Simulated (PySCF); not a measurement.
## A study: C$_{6}$H$_{4}$S$_{2}$, SMILES `c1csc2ccsc12`

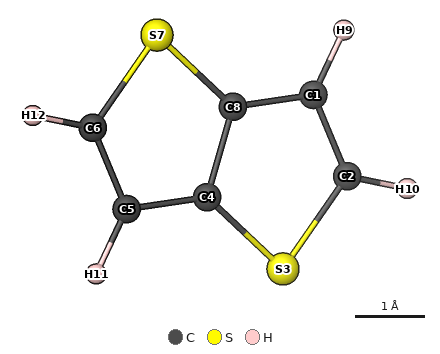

The molecule, with its atoms numbered as below. No frequency check shows the geometry to be a minimum.

Cartesian coordinates (Å):

```
C1      -0.8960   -1.5684    0.0000
C2      -2.0785   -0.9035    0.0000
S3      -1.9106    0.8209    0.0000
C4      -0.1898    0.6681    0.0000
C5       0.8960    1.5684    0.0000
C6       2.0785    0.9035    0.0000
S7       1.9106   -0.8209    0.0000
C8       0.1898   -0.6681    0.0000
H9      -0.8001   -2.6382    0.0000
H10     -3.0662   -1.3199    0.0000
H11      0.8001    2.6382    0.0000
H12      3.0662    1.3199    0.0000
```

### 1. Bonding charge

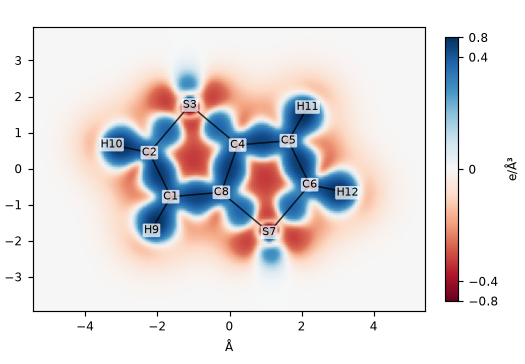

Deformation density (molecule less spherical, spin-averaged free atoms) in the molecular plane; colour scale in e/Å³, logarithmic beyond ±0.1; blue: gain, red: loss.

Computed with PySCF, B3LYP/def2-SVP, geometry: GFN2-xTB.

Q: Describe the bonding that the map shows.

A: C2–H10 and C6–H12: +0.73 e/Å³ at the bond critical point (bond length 1.07 Å, Mayer order 1.0). C1–H9 and C5–H11: +0.72 e/Å³ at the bond critical point (bond length 1.07 Å, Mayer order 1.0). C1–C2 and C5–C6: +0.65 e/Å³ at the bond critical point (bond length 1.36 Å, Mayer order 1.6). C4–C8: +0.63 e/Å³ at the bond critical point (bond length 1.39 Å, Mayer order 1.4). C4–C5 and C1–C8: +0.57 e/Å³ at the bond critical point (bond length 1.41 Å, Mayer order 1.3). C2–S3 and C6–S7: +0.32 e/Å³ at the bond critical point (bond length 1.73 Å, Mayer order 1.1). S3–C4 and S7–C8: +0.31 e/Å³ at the bond critical point (bond length 1.73 Å, Mayer order 1.1). In all, 2.9 electrons gather in the regions of gain relative to the promolecule.

Q: Where do the Hirshfeld charges lie?

A: The highest Hirshfeld charge is on S3 and S7 (+0.10 e), the lowest on C2 and C6 (−0.08 e).

### 2. Bond critical points

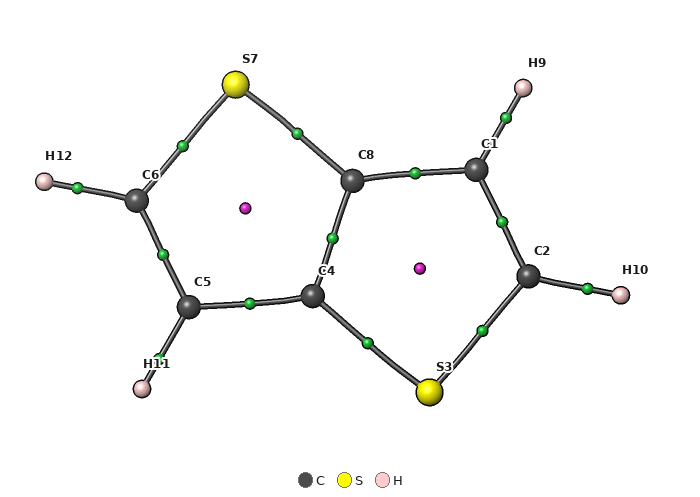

Molecular graph of the electron density (QTAIM): bond paths, bond critical points (green), ring points (magenta, if any); weak paths are dashed.

Q: How many critical points of each kind are there, and does the count close?

A: 12 nuclei, 13 bond, 2 ring and 0 cage critical points: 12 − 13 + 2 − 0 = 1, as the Poincaré–Hopf relation requires.

Q: What does the calculation give at each kind of bond critical point?

A:
```
            bond  length (Å)  ρ (a.u.)  ∇²ρ (a.u.)     ε  H (a.u.)
 C1–C2 (2 alike)       1.357     0.325       −0.83  0.34    −0.330
           C4–C8       1.389     0.312       −0.77  0.27    −0.301
 C4–C5 (2 alike)       1.410     0.295       −0.73  0.19    −0.273
C2–H10 (2 alike)       1.072     0.287       −1.12  0.04    −0.320
 C1–H9 (2 alike)       1.074     0.285       −1.10  0.02    −0.315
 S3–C4 (2 alike)       1.728     0.212       −0.47  0.21    −0.181
 C2–S3 (2 alike)       1.733     0.212       −0.45  0.23    −0.176
```

Q: What kind of interaction is C2–H10?

A: Shared-shell (covalent): ρ = 0.287, ∇²ρ = −1.12, H = −0.320 a.u.

### 3. Electrostatic potential

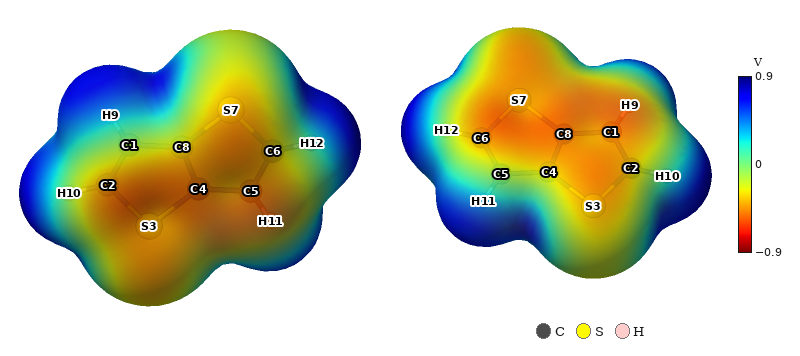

Electrostatic potential on the surface of electron density 0.001 a.u. (back view left, front view right).

Q: Where are the extremes of the potential on the surface?

A: Highest: 0.82 V, 1.3 Å from H10, and at like points elsewhere. Further maxima include 0.71 V, 1.3 Å from H11, and at like points elsewhere; 0.68 V, 1.7 Å from H9. Lowest: −0.55 V, off the C1–C2 bond (2.1 to 2.2 Å from its atoms), and at like points elsewhere. The surface is sampled at points, so like sites can differ by a few per cent and only the strongest of them is named.

### 4. Removing or adding an electron

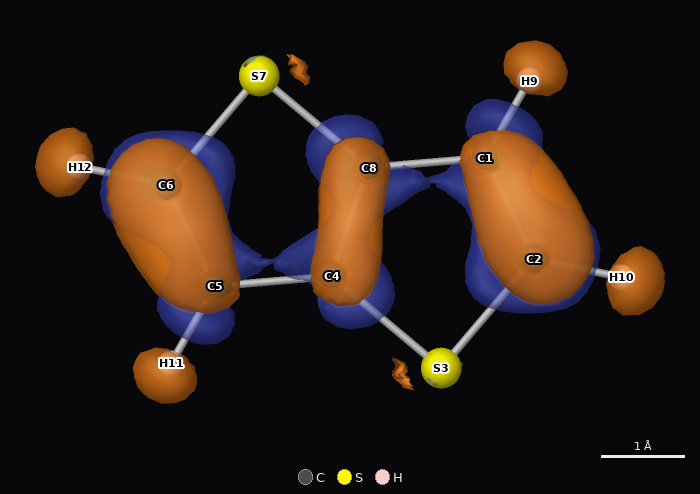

Fukui function f⁻ = ρ(N) − ρ(N−1) at fixed geometry, surfaces at ±0.02 e/Å³ (orange positive, blue negative).

PySCF calculation, TPSSh/6-31+G*, gas phase; geometry: GFN2-xTB.

Q: On which atoms does the density change most on removal of an electron?

A: f⁻ (Hirshfeld-condensed) is largest on S3 and S7 (0.15 each), C2 and C6 (0.12 each) and C1 and C5 (0.09 each); the vertical ionisation energy is 7.93 eV (the stability of the cation's solution wasn't checked). Condensed values hint at sites of electrophilic attack but needn't mark the atom that reacts. Shares this close don't rank the sites. Orbital relaxation makes it negative in places (0.18 e in all).

| atom | f⁻ | charge |
| --- | --- | --- |
| C1 | +0.09 | −0.07 |
| C2 | +0.12 | −0.08 |
| S3 | +0.15 | +0.09 |
| C4 | +0.05 | −0.06 |
| C5 | +0.09 | −0.07 |
| C6 | +0.12 | −0.08 |
| S7 | +0.15 | +0.09 |
| C8 | +0.05 | −0.06 |
| H9 | +0.04 | +0.06 |
| H10 | +0.05 | +0.06 |
| H11 | +0.04 | +0.06 |
| H12 | +0.05 | +0.06 |

### 5. Magnetic shielding

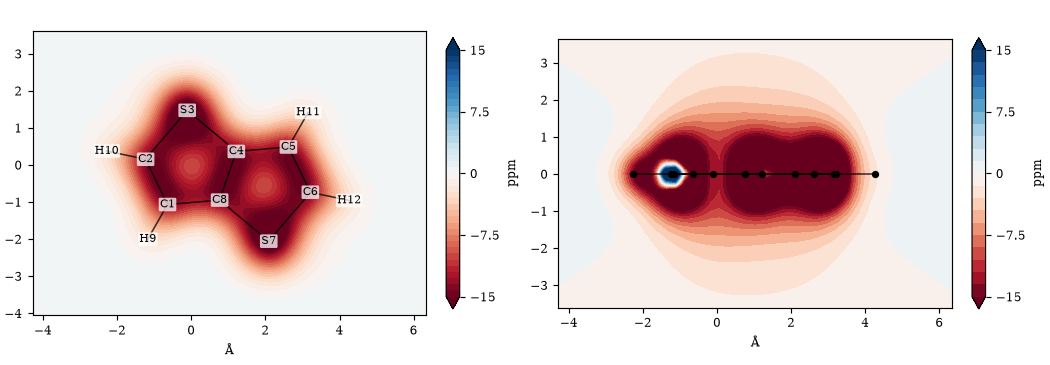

Isotropic NICS 1.0 Å above the plane of the 5-membered ring C1/C2/S3/C4/C8 (left) and isotropic NICS in a plane perpendicular to the same ring (right); GIAO shieldings; atoms are projected onto the map; negative values mean shielding.

Level of theory: B3LYP/def2-SVP (PySCF), at a geometry from GFN2-xTB.

Q: What does the map say about the ring?

A: It is strongly diatropic (aromatic): NICS(0) = −11.7, NICS(1) = −10.1, NICS(1)zz = −22.9 ppm.

Q: What absolute proton shieldings does the same calculation give?

A: 25.0 ppm for all of them.
